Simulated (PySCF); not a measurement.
# C₇H₁₁NS: vibronic structure

What do calculations give for the vibronic structure of C₇H₁₁NS (`[H]/N=C\[C@H]1C[C@H](S)CC1=C`)?

Programs: PySCF 2.14.0, with routines of our own; each step states its level. All values are computed. Atoms count from 0.

### Step 1. The system as given

20 atoms, charge 0, multiplicity 1; geometry from: GFN2-xTB.

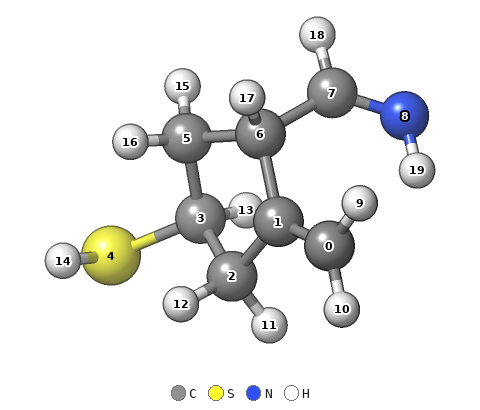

The starting geometry (carbon grey, sulfur yellow, nitrogen blue, hydrogen white).

### Step 2. Vibronic structure: TDA PBE0/def2-SV(P)

The job: settings as JSON, then the geometry in Å.

```
{"job": {"kind": "vib", "xc": "PBE0", "basis": "def2-SV(P)", "tda": true}, "charge": 0, "multiplicity": 1}
C      0.650518    -1.381543     1.759938
C      0.127469    -0.567585     0.858514
C     -1.219160    -0.725818     0.204362
C     -1.173910     0.245307    -0.974567
S     -2.811606     0.791812    -1.557136
C     -0.281020     1.382191    -0.484075
C      0.821531     0.638778     0.281493
C      1.958467     0.248821    -0.647046
N      2.518513    -0.857147    -0.793600
H      1.615136    -1.194707     2.201844
H      0.123164    -2.253256     2.108216
H     -1.421269    -1.751268    -0.102918
H     -2.002482    -0.426940     0.907909
H     -0.727547    -0.234635    -1.848913
H     -3.190413     1.351278    -0.407616
H      0.101321     1.993799    -1.300365
H     -0.843173     2.024950     0.197837
H      1.265950     1.269015     1.059266
H      2.332868     1.067518    -1.257043
H      2.150496    -1.609892    -0.209137
```

With the program's defaults for keys left out, this is: TDA PBE0/def2-SV(P) vertical-gradient vibronic structure (displaced harmonic oscillators, Condon), gas phase.

The run is started by

```
$ OMP_NUM_THREADS=1 python excited_run.py task.json out
```

The driver reads the jobs from task.json and runs them one after another.

Output:

```text
final grid: 74888 points
cycle   1  E = -725.2858526532  dE =  1.253e+00  |g| = 4.623e-01  |ddm| = 4.779e+00
cycle   2  E = -725.2486316567  dE =  3.722e-02  |g| = 6.347e-01  |ddm| = 1.553e+00
cycle   3  E = -725.3396567735  dE = -9.103e-02  |g| = 1.425e-01  |ddm| = 9.402e-01
cycle   4  E = -725.3444784442  dE = -4.822e-03  |g| = 3.461e-02  |ddm| = 2.069e-01
cycle   5  E = -725.3447398876  dE = -2.614e-04  |g| = 1.293e-02  |ddm| = 7.491e-02
cycle   6  E = -725.3447775100  dE = -3.762e-05  |g| = 4.441e-03  |ddm| = 2.393e-02
cycle   7  E = -725.3447824171  dE = -4.907e-06  |g| = 9.142e-04  |ddm| = 5.522e-03
cycle   8  E = -725.3447826191  dE = -2.020e-07  |g| = 2.259e-04  |ddm| = 1.484e-03
cycle   9  E = -725.3447826307  dE = -1.159e-08  |g| = 8.332e-05  |ddm| = 3.602e-04
cycle  10  E = -725.3447826323  dE = -1.650e-09  |g| = 2.051e-05  |ddm| = 1.657e-04
cycle  11  E = -725.3447826324  dE = -7.367e-11  |g| = 1.187e-05  |ddm| = 5.558e-05
converged SCF energy = -725.3447826324

Singlet excitations (eV, f): 5.396 (0.0041)  5.592 (0.0011)  6.000 (0.0107)  6.052 (0.0259)  6.202 (0.0068)  6.525 (0.0026)

State S1  5.3961 eV  f = 0.00407  H-1->L+1 0.83, H-1->L 0.12
  relaxed dipole 1.766 D, largest gradient of the excitation energy 0.1123 Eh/bohr
  mode    cm-1        S   lambda/meV  Raman
   29   1159.1    1.4723     211.6   0.993
   38   1348.6    1.0950     183.1   1.000
   43   1756.4    0.5772     125.7   0.894
    1     61.6    7.8577      60.0   0.015
   31   1207.4    0.3620      54.2   0.265
    3    109.9    3.4236      46.6   0.021
   35   1265.0    0.2235      35.1   0.180
   28   1118.3    0.1938      26.9   0.122
   32   1226.2    0.1489      22.6   0.112
   42   1724.6    0.0776      16.6   0.116
    2     75.4    1.6974      15.9   0.005
   37   1306.1    0.0737      11.9   0.063
  reorganisation energy 0.8849 eV, total S 18.263, 0-0 4.5112 eV

State S3  6.0001 eV  f = 0.01072  H-1->L 0.38, H->L+2 0.33, H->L+1 0.18
  relaxed dipole 2.712 D, largest gradient of the excitation energy 0.0405 Eh/bohr
  mode    cm-1        S   lambda/meV  Raman
    3    109.9    9.4679     129.0   0.132
   42   1724.6    0.2280      48.8   0.783
   44   2417.8    0.1482      44.4   1.000
   13    601.6    0.4687      35.0   0.196
   35   1265.0    0.1703      26.7   0.315
   29   1159.1    0.1343      19.3   0.208
   16    763.7    0.1893      17.9   0.127
   17    848.9    0.1428      15.0   0.119
    9    382.3    0.3084      14.6   0.052
    5    207.1    0.5341      13.7   0.026
    1     61.6    1.6953      12.9   0.007
   34   1248.6    0.0610       9.4   0.110
  reorganisation energy 0.4713 eV, total S 14.952, 0-0 5.5288 eV

State S4  6.0522 eV  f = 0.02589  H-1->L 0.48, H->L+2 0.34
  relaxed dipole 3.082 D, largest gradient of the excitation energy 0.0517 Eh/bohr
  mode    cm-1        S   lambda/meV  Raman
    3    109.9    6.8506      93.3   0.077
   42   1724.6    0.3635      77.7   1.000
   44   2417.8    0.1464      43.9   0.792
   29   1159.1    0.1753      25.2   0.218
   13    601.6    0.3317      24.7   0.111
   17    848.9    0.2140      22.5   0.143
   35   1265.0    0.1333      20.9   0.197
    9    382.3    0.3065      14.5   0.041
    1     61.6    1.8628      14.2   0.007
   34   1248.6    0.0876      13.6   0.126
    5    207.1    0.5027      12.9   0.020
   32   1226.2    0.0849      12.9   0.118
  reorganisation energy 0.4830 eV, total S 12.566, 0-0 5.5692 eV

State T1  4.2331 eV  f = 0.00000  H-2->L 0.87
  relaxed dipole 2.678 D, largest gradient of the excitation energy 0.1416 Eh/bohr
  mode    cm-1        S   lambda/meV  Raman
   42   1724.6    2.8515     609.7   1.000
   43   1756.4    0.4679     101.9   0.170
    3    109.9    2.1886      29.8   0.003
   39   1412.2    0.1386      24.3   0.033
   52   3103.4    0.0192       7.4   0.022
   13    601.6    0.0949       7.1   0.004
   15    737.1    0.0606       5.5   0.004
   40   1462.7    0.0302       5.5   0.008
   33   1232.8    0.0220       3.4   0.004
   28   1118.3    0.0229       3.2   0.003
   24   1036.5    0.0208       2.7   0.003
   20    916.4    0.0215       2.4   0.002
  reorganisation energy 0.8301 eV, total S 6.631, 0-0 3.4030 eV
  absorption maximum 4.080 eV, width 0.746 eV
```

It took 69 s on 1 thread of Arm Neoverse N1, shared host; peak memory 0.9 GiB.

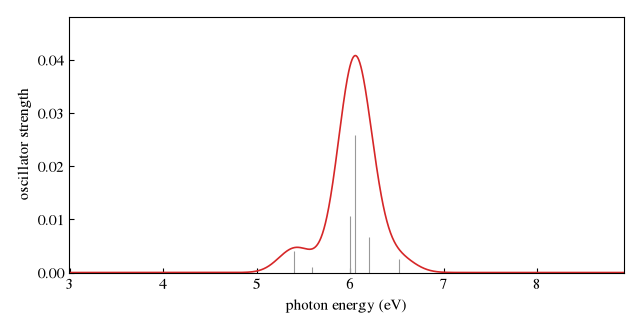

Absorption lines of the singlets. Lines are broadened to a width of 0.40 eV (Gaussian).

### Step 3. Vibronic structure: TDA B97-2/pcseg-0

The job, as its differences from that of step 2:

```diff
@@ -1,2 +1,2 @@
-{"job": {"kind": "vib", "xc": "PBE0", "basis": "def2-SV(P)", "tda": true}, "charge": 0, "multiplicity": 1}
+{"job": {"kind": "vib", "xc": "B97-2", "basis": "pcseg-0", "tda": true, "temperature": 400, "fwhm_ev": 0.15, "grid": 3}, "charge": 0, "multiplicity": 1}
 C      0.650518    -1.381543     1.759938
```

Level: TDA B97-2/pcseg-0 vertical-gradient vibronic structure (displaced harmonic oscillators, Condon), gas phase.

Output:

```text
coarse grid: 17112 points
cycle   1  E = -724.7862743930  dE =  1.175e+00  |g| = 3.895e-01  |ddm| = 4.858e+00
cycle   2  E = -724.7375759851  dE =  4.870e-02  |g| = 6.250e-01  |ddm| = 1.890e+00
cycle   3  E = -724.8275826427  dE = -9.001e-02  |g| = 1.103e-01  |ddm| = 1.078e+00
cycle   4  E = -724.8306172843  dE = -3.035e-03  |g| = 2.770e-02  |ddm| = 2.076e-01
cycle   5  E = -724.8307956946  dE = -1.784e-04  |g| = 7.822e-03  |ddm| = 6.496e-02
cycle   6  E = -724.8308103102  dE = -1.462e-05  |g| = 2.365e-03  |ddm| = 1.319e-02
cycle   7  E = -724.8308115843  dE = -1.274e-06  |g| = 9.446e-04  |ddm| = 3.786e-03
final grid: 239496 points
cycle   8  E = -724.8301191421  dE = -3.848e-05  |g| = 3.857e-03  |ddm| = 4.126e-02
cycle   9  E = -724.8301143839  dE =  4.758e-06  |g| = 5.926e-03  |ddm| = 1.394e-02
cycle  10  E = -724.8301227162  dE = -8.332e-06  |g| = 7.021e-04  |ddm| = 8.179e-03
cycle  11  E = -724.8301228329  dE = -1.167e-07  |g| = 1.637e-04  |ddm| = 1.067e-03
cycle  12  E = -724.8301228370  dE = -4.090e-09  |g| = 1.112e-04  |ddm| = 4.484e-04
cycle  13  E = -724.8301228400  dE = -2.997e-09  |g| = 2.230e-05  |ddm| = 2.004e-04
cycle  14  E = -724.8301228401  dE = -1.198e-10  |g| = 6.189e-06  |ddm| = 3.713e-05
converged SCF energy = -724.8301228401

Singlet excitations (eV, f): 5.261 (0.0058)  5.657 (0.0203)  5.728 (0.0187)  6.179 (0.0055)  6.363 (0.0022)  6.602 (0.0019)

State S1  5.2608 eV  f = 0.00577  H-1->L+1 0.55, H->L+1 0.27, H-1->L 0.10
  relaxed dipole 2.316 D, largest gradient of the excitation energy 0.1106 Eh/bohr
  mode    cm-1        S   lambda/meV  Raman
   29   1159.1    1.4530     208.8   1.000
   38   1348.6    0.9930     166.0   0.925
   43   1756.4    0.5771     125.7   0.912
    1     61.6    7.8579      60.0   0.015
   31   1207.4    0.3954      59.2   0.295
    3    109.9    3.4760      47.4   0.021
   35   1265.0    0.1931      30.3   0.158
   28   1118.3    0.1709      23.7   0.110
    2     75.4    2.4243      22.7   0.007
   32   1226.2    0.1469      22.3   0.113
   42   1724.6    0.0739      15.8   0.113
   37   1306.1    0.0693      11.2   0.061
  reorganisation energy 0.8649 eV, total S 18.726, 0-0 4.3959 eV

State S2  5.6574 eV  f = 0.02031  H->L 0.87
  relaxed dipole 5.368 D, largest gradient of the excitation energy 0.0659 Eh/bohr
  mode    cm-1        S   lambda/meV  Raman
   42   1724.6    0.5312     113.6   1.000
    3    109.9    6.7154      91.5   0.051
    2     75.4    5.6839      53.1   0.020
    6    219.9    1.5480      42.2   0.047
   13    601.6    0.4732      35.3   0.108
    1     61.6    3.6651      28.0   0.009
    9    382.3    0.3899      18.5   0.036
   43   1756.4    0.0762      16.6   0.149
   35   1265.0    0.0999      15.7   0.101
   10    441.6    0.2824      15.5   0.035
   16    763.7    0.1614      15.3   0.060
    8    379.0    0.2079       9.8   0.019
  reorganisation energy 0.5796 eV, total S 21.341, 0-0 5.0778 eV

State S3  5.7285 eV  f = 0.01874  H-1->L 0.86
  relaxed dipole 4.161 D, largest gradient of the excitation energy 0.0688 Eh/bohr
  mode    cm-1        S   lambda/meV  Raman
   42   1724.6    0.5460     116.7   1.000
    3    109.9    4.3536      59.3   0.032
    1     61.6    3.7824      28.9   0.009
   10    441.6    0.5059      27.7   0.061
   29   1159.1    0.1728      24.8   0.143
   13    601.6    0.2797      20.9   0.062
    9    382.3    0.3863      18.3   0.035
   43   1756.4    0.0717      15.6   0.136
   32   1226.2    0.0987      15.0   0.091
    6    219.9    0.4392      12.0   0.013
   35   1265.0    0.0723      11.3   0.071
   34   1248.6    0.0643      10.0   0.062
  reorganisation energy 0.4885 eV, total S 12.047, 0-0 5.2400 eV
  absorption maximum 5.660 eV, width 0.626 eV

State T1  4.2271 eV  f = 0.00000  H-1->L+1 0.61, H->L+1 0.26
  relaxed dipole 2.308 D, largest gradient of the excitation energy 0.1251 Eh/bohr
  mode    cm-1        S   lambda/meV  Raman
   43   1756.4    0.8155     177.6   1.000
   29   1159.1    1.1671     167.7   0.623
   38   1348.6    0.6291     105.2   0.455
   31   1207.4    0.3495      52.3   0.203
   42   1724.6    0.1138      24.3   0.135
    2     75.4    2.1329      19.9   0.005
   28   1118.3    0.1326      18.4   0.066
   35   1265.0    0.1117      17.5   0.071
    3    109.9    0.9251      12.6   0.004
   32   1226.2    0.0768      11.7   0.046
    1     61.6    1.4066      10.7   0.002
   10    441.6    0.1581       8.7   0.012
  reorganisation energy 0.6906 eV, total S 8.755, 0-0 3.5365 eV
  absorption maximum 4.167 eV, width 0.818 eV
```

Wall time 2.3 min (1 thread of Arm Neoverse N1, shared host); peak memory 0.75 GiB.

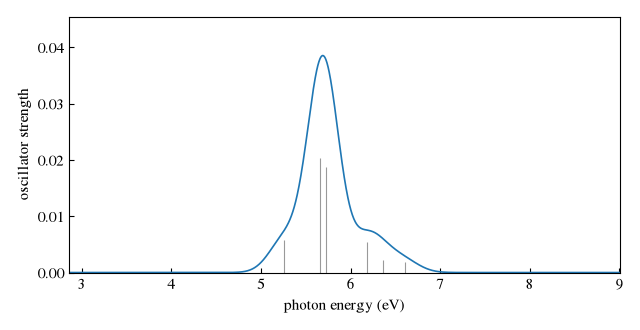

Absorption lines of the singlets. Lines are broadened to a width of 0.40 eV (Gaussian).

### Step 4. Outcome

```
                                                                                     quantity                      value
S1: vertical, reorganisation, 0-0, total S (step 2, TDA PBE0/def2-SV(P), modes from GFN2-xTB)  5.40, 0.88, 4.51 eV; 18.3
S3: vertical, reorganisation, 0-0, total S (step 2, TDA PBE0/def2-SV(P), modes from GFN2-xTB)  6.00, 0.47, 5.53 eV; 15.0
S4: vertical, reorganisation, 0-0, total S (step 2, TDA PBE0/def2-SV(P), modes from GFN2-xTB)  6.05, 0.48, 5.57 eV; 12.6
  S1: vertical, reorganisation, 0-0, total S (step 3, TDA B97-2/pcseg-0, modes from GFN2-xTB)  5.26, 0.86, 4.40 eV; 18.7
  S2: vertical, reorganisation, 0-0, total S (step 3, TDA B97-2/pcseg-0, modes from GFN2-xTB)  5.66, 0.58, 5.08 eV; 21.3
  S3: vertical, reorganisation, 0-0, total S (step 3, TDA B97-2/pcseg-0, modes from GFN2-xTB)  5.73, 0.49, 5.24 eV; 12.0
```

**Reading.** In steps 2, 3 the harmonic model is doubtful. Where the total S runs above about 15, the geometry moves far on excitation and the harmonic model is stretched, so its 0-0 value is in doubt. The vibronic model keeps the ground-state modes (from xTB) and shifts them along the gradient alone, so it can miss much of the relaxation that a full optimisation finds.
